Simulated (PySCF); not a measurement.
C$_{2}$H$_{7}$O$_{2}$, charge +1, SMILES `[OH3+].CC=O`.

Method: B3LYP/cc-pVTZ; geometry: an unrelaxed start of a pair search; program: PySCF.

Cartesian coordinates (Å):

```
O1      -2.8370    0.0478    0.0664
H2      -1.8074    0.0696   -0.0166
H3      -3.2112   -0.8512   -0.0509
H4      -3.2899    0.7053   -0.5028
C5       0.0978    0.0735    0.0299
C6       1.5608   -0.3988   -0.0304
O7       2.4943    0.3320    0.0050
H8      -0.3241   -0.2560   -0.9212
H9       0.0966    1.1574    0.1319
H10     -0.3186   -0.4154    0.9096
H11      1.6454   -1.4962   -0.1183
```

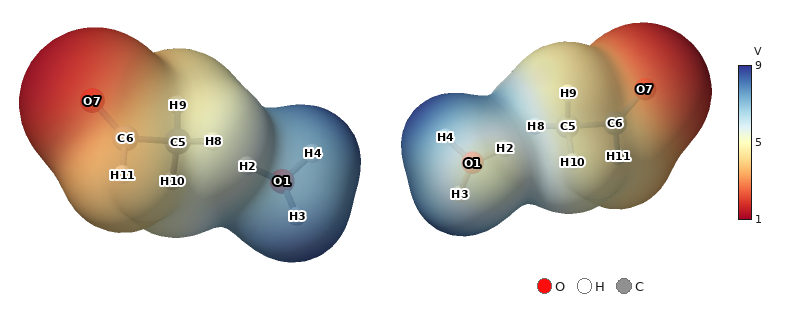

Electrostatic potential on the surface of electron density 0.001 a.u. (back view left, front view right).

**Where are the extremes of the potential on the surface?**

Highest: 8.77 V, 1.1 Å from H3. Lowest: 1.33 V, 1.7 Å from O7. Further minima include 5.02 V, 1.8 Å from O1. The surface is sampled at points, so like sites can differ by a few per cent and only the strongest of them is named.
